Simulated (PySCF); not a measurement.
## Electronic structure of C7H11 (charge +1) in real space

Input file:

```
{"job": {"kind": "nmr", "xc": "PBE0", "basis": "pcSseg-1"}, "charge": 1, "multiplicity": 1}
C      1.830738    -0.002814     0.239901
C      0.670938     0.357395    -0.682268
C     -0.250533     1.375870     0.003591
C     -1.165129     0.795568     0.972717
C     -1.491427    -0.545863     0.985697
C     -1.036267    -1.363534    -0.029327
C     -0.114322    -0.907756    -1.056723
H      2.410833     0.883220     0.486333
H      2.501621    -0.704294    -0.250048
H      1.478201    -0.452949     1.164989
H      1.081598     0.804073    -1.590545
H     -0.879311     1.905366    -0.731710
H      0.336780     2.174849     0.470352
H     -1.648443     1.462474     1.676398
H     -2.169090    -0.932731     1.732275
H     -1.416596    -2.375405    -0.102814
H     -0.718585    -0.749627    -1.965783
H      0.570235    -1.717524    -1.334690
```

Launched as:

```sh
OMP_NUM_THREADS=1 python probes_run.py task.json out
```

Geometry: GFN2-xTB.

The calculation used PySCF 2.14.0, PBE0/pcSseg-1, SCF density, gas phase, non-relativistic.

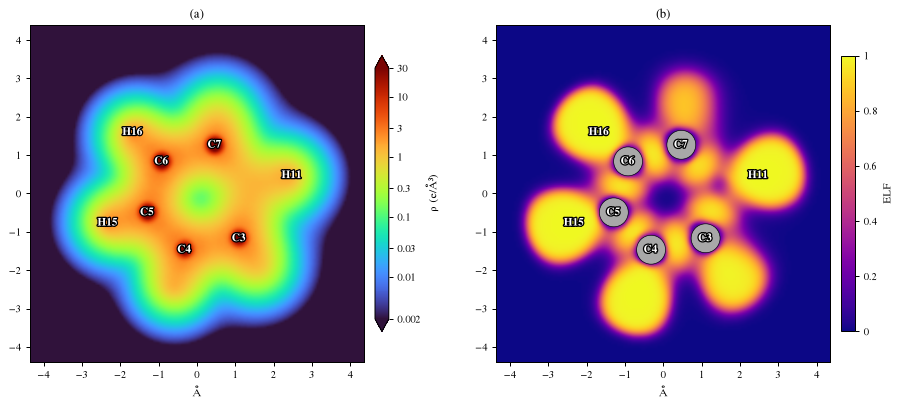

Figure 1. (a) total electron density; (b) electron localisation function on the plane of atoms C6, C5 and H15. Grey discs cover the atomic cores in the ELF map.

Describe what can be read from this map.

Answer.
- The plane passes through C and H nuclei.
- C–C (1.38 Å): ρ at the midpoint is about 2.1 e/Å³; the ELF peaks at about 0.95 between the atoms: a covalent bond.
- C–H (1.08 Å): the density is about 2.1 e/Å³ at the midpoint; the ELF climbs to about 1 towards the hydrogen, as it does in any bond to H; an ordinary covalent bond to hydrogen.
- C–C (1.45 Å): ρ is about 1.9 e/Å³ halfway; the ELF peaks at about 0.95 between the atoms; localised, covalent bonding.

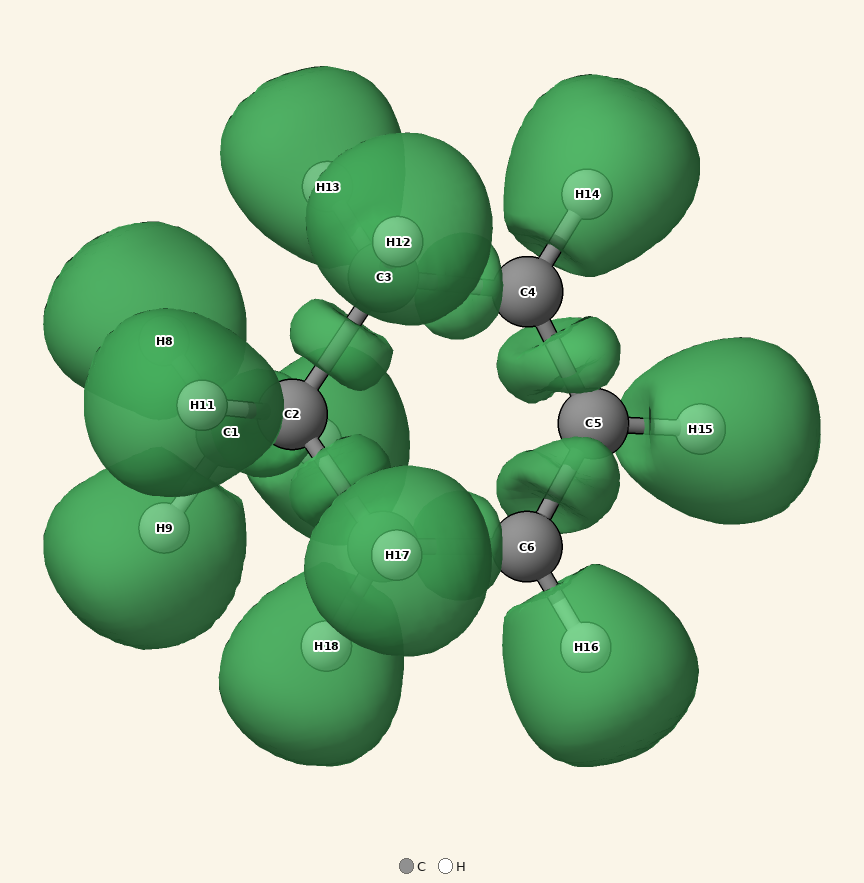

Figure 2. Isosurface of the ELF at 0.75 (green), seen across its widest extent. Only the valence region is drawn (cores and ρ < 0.01 e/Å³ removed).

Identify the bonds, lone pairs and shells in this picture.

Answer. The surface consists of seven regions between bonded C–C atoms (shared pairs) and eleven regions around hydrogen nuclei.

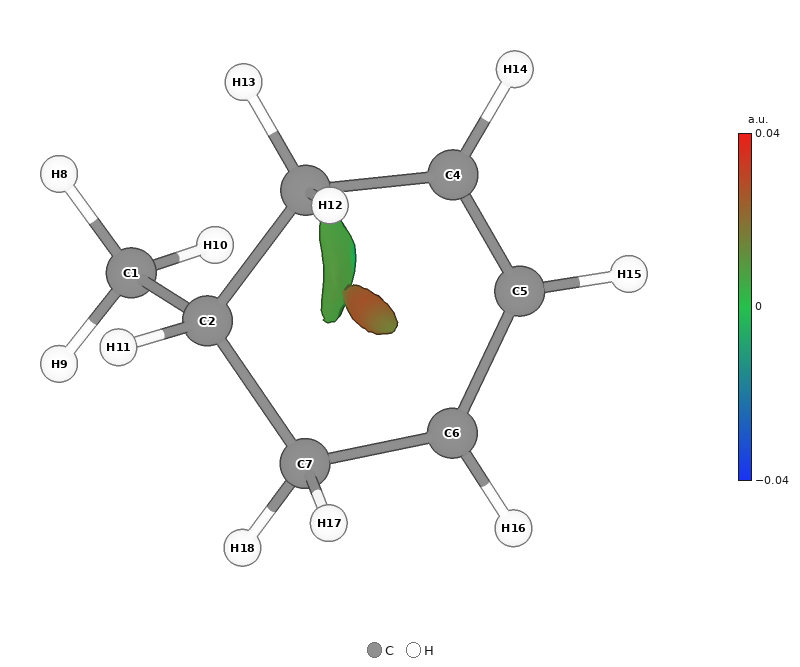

Figure 3. Non-covalent interaction (NCI) plot: the surface where the reduced density gradient is 0.5, for densities under 0.05 a.u., coloured by sign(λ₂)ρ; seen at a tilt.

What holds or crowds the atoms apart from the covalent bonds?

Answer. Between H10 and C1 on one side and C5 and C6 on the other: a weak contact (green); inside the ring or cage of C2, C3, C4, C5, C6 and C7: steric crowding (red).
